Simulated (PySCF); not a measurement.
## A study: C4H5Al, SMILES `[AlH]1C=CC=C1`

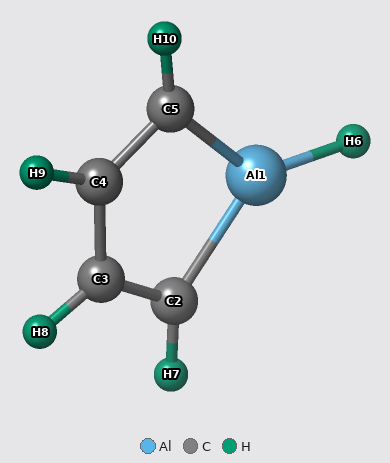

The molecule, with its atoms numbered as below. No frequency check shows the geometry to be a minimum.

Coordinates in Å:

```
Al1     -1.2831    0.0001    0.0000
C2       0.0480    1.4483    0.0000
C3       1.1951    0.7319    0.0000
C4       1.1947   -0.7324    0.0000
C5       0.0471   -1.4482    0.0000
H6      -2.8249    0.0021    0.0000
H7       0.1216    2.5305    0.0000
H8       2.1772    1.1980    0.0000
H9       2.1765   -1.1991    0.0000
H10      0.1202   -2.5304    0.0000
```

Part 1: Bonding charge

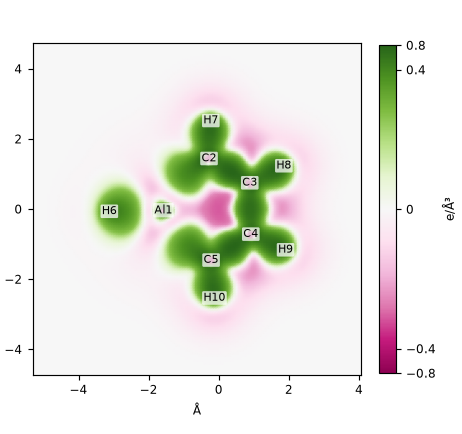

Deformation density (molecule less spherical, spin-averaged free atoms) in the molecular plane; colour scale in e/Å³, logarithmic beyond ±0.1; green: gain, pink: loss.

PySCF calculation, HF/6-31G*, gas phase; geometry: GFN2-xTB.

> How much density has each bond in this plane gained at its critical point, relative to the free atoms?

C2–C3 and C4–C5: +0.74 e/Å³ at the bond critical point (bond length 1.35 Å, Mayer order 1.9). C4–H9 and C3–H8: +0.67 e/Å³ at the bond critical point (bond length 1.09 Å, Mayer order 0.9). C3–C4: +0.65 e/Å³ at the bond critical point (bond length 1.46 Å, Mayer order 1.0). C2–H7 and C5–H10: +0.63 e/Å³ at the bond critical point (bond length 1.08 Å, Mayer order 0.9). Al1–H6: +0.16 e/Å³ at the bond critical point (bond length 1.54 Å, Mayer order 1.0). Al1–C5 and Al1–C2: +0.12 e/Å³ at the bond critical point (bond length 1.97 Å, Mayer order 0.9). In all, 2.5 electrons gather in the regions of gain relative to the promolecule. A small or negative value marks a very polar bond, one between electron-rich atoms, whose free-atom densities already overlap strongly, a long bond to a heavier atom, or a closed-shell contact such as a hydrogen bond.

> Where do the Hirshfeld charges lie?

The highest Hirshfeld charge is on Al1 (+0.57 e), the lowest on C2 and C5 (−0.25 e).

Part 2: Bond critical points

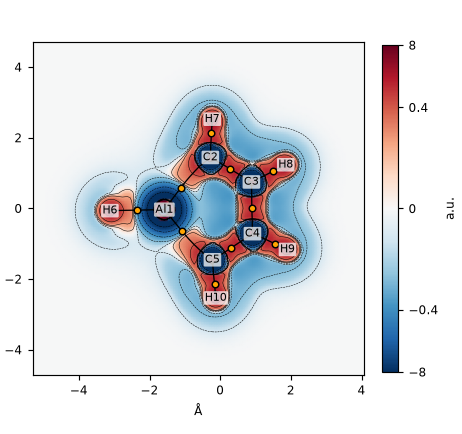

Negative Laplacian of the density (−∇²ρ) in the molecular plane (red positive, blue negative, colour scale in a.u., logarithmic beyond ±0.04), with bond paths and bond critical points (dots).

> At which bond critical points in this plane is charge locally concentrated, and at which depleted?

Concentrated (∇²ρ < 0): C2–C3 and C4–C5 (−1.04 a.u.); C3–C4 (−0.87 a.u.); C4–H9 and C3–H8 (−1.02 a.u.); C2–H7 and C5–H10 (−0.98 a.u.). Depleted (∇²ρ > 0): Al1–H6 (+0.28 a.u., H = −0.028); Al1–C5 and Al1–C2 (+0.35 a.u., H = −0.018).

> Where along C4–H9 does the critical point lie?

0.69 Å from C4 and 0.40 Å from H9.

Part 3: Local ionisation energy

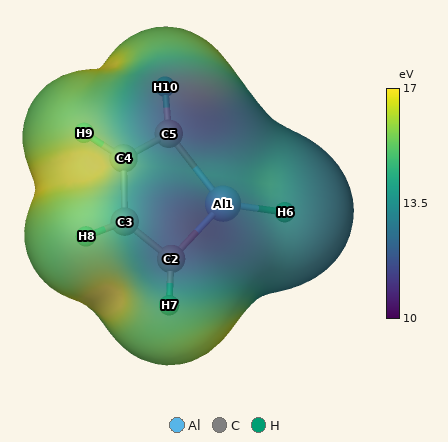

Average local ionisation energy on the surface of electron density 0.001 a.u.

> Where are the most loosely bound electrons on this surface?

The lowest value is 10.9 eV, off the molecular plane, over C5 (2.1 Å), and at like points elsewhere. Further minima include 12.7 eV, 1.5 Å from H6; 15.3 eV, 1.3 Å from H9. For comparison, the highest occupied orbital lies at −8.3 eV.

> What volume does the surface enclose, and what is the dipole moment?

About 118 Å³; the dipole moment is 0.3 D.

Part 4: Excited states

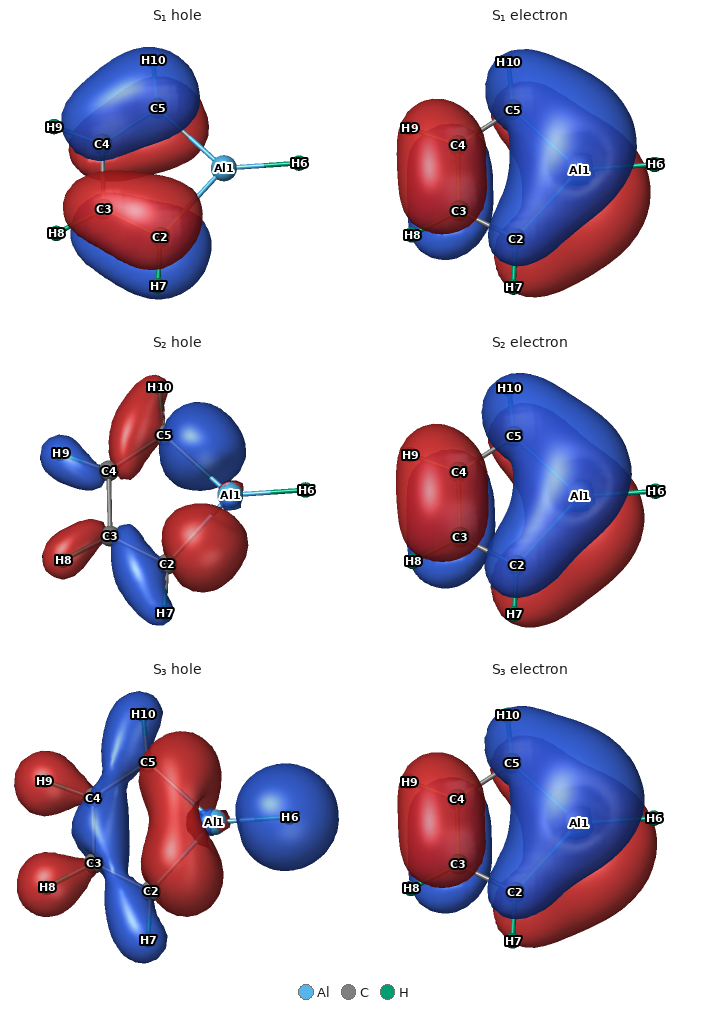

Leading natural transition orbitals (TDHF singlet states).

Method: HF/6-311+G**; geometry: GFN2-xTB; program: PySCF.

> Describe these excited states.

By state:
- S₁: 3.54 eV (350 nm), f = 0.050; the leading pair carries 97 %; hole on C2 and C5 (26 % each), C3 and C4 (17 % each) and Al1 (6 %), electron on Al1 (38 %) and C2, C3, C4 and C5 (14 % each); their centroids lie 0.7 Å apart.
- S₂: 5.15 eV (241 nm), f = 0.000 (dark); the leading pair carries 94 %; hole on C2 and C5 (27 % each), Al1 (19 %) and C3 and C4 (7 % each), electron on Al1 (30 %) and C2, C3, C4 and C5 (16 % each); their centroids lie 0.0 Å apart.
- S₃: 5.78 eV (215 nm), f = 0.000 (dark); the leading pair carries 92 %; hole on Al1 (22 %), H6 (18 %) and C2 and C5 (16 % each), electron on Al1 (40 %) and C2, C3, C4 and C5 (13 % each); their centroids lie 0.3 Å apart.

Part 5: In an electric field

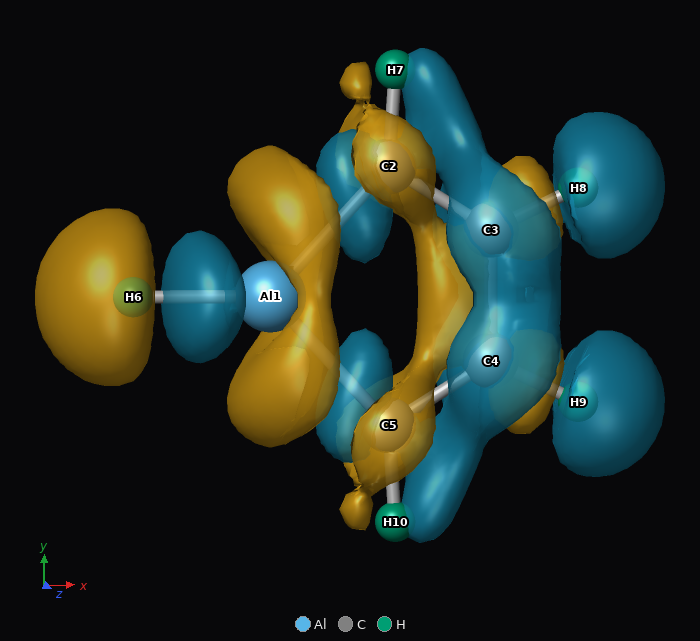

Change of the electron density in a uniform field of 0.10 V/Å, surfaces at ±0.0008 e/Å³ (yellow: gain, teal: loss).

PySCF calculation, PBE0/def2-SVP, gas phase; geometry: GFN2-xTB. A basis without diffuse functions makes polarisabilities too small.

> Along which Cartesian direction does the field point?

Along +x: electrons gather on the −x side, against the field.

> How large is the response?

The induced dipole is 0.40 D (along the field); α along this axis, from the fields in both directions, is 78 bohr³ (11.5 Å³).

> Which atoms gain and lose the most charge?

Electrons gather most on Al1 (Hirshfeld charge changes by −0.009 e) and leave H8 and H9 alike most (+0.005 e); 0.034 electrons are displaced in all.

The PySCF runs shown took 1.5 s, 8.3 min and 23 s on 1 thread of Arm Neoverse V1, with other jobs on the host.
